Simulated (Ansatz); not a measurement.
```yaml
crystal:
  periodic: [false, false, false]
  atoms:
    - {symbol: S, position_ang: [-0.450108, -0.649202, -0.328536]}
    - {symbol: Au, position_ang: [1.393295, -0.008949, 0.766299]}
    - {symbol: H, position_ang: [-0.920229, 0.509875, -0.442831]}
basis:
  gaussian: {orbitals: def2-TZVPP}
hamiltonian: {xc: {name: wB97M-V}}
```

Geometry: moved along internal coordinates away from the minimum.

What structure does this define?

The molecule is AuHS. Its SMILES string is `[SH][Au]`. Coordination: 1 S bent.

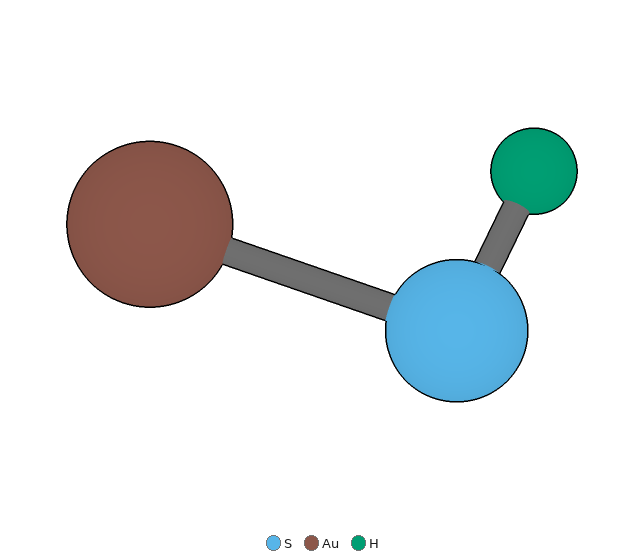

The picture comes from a calculation with Ansatz.
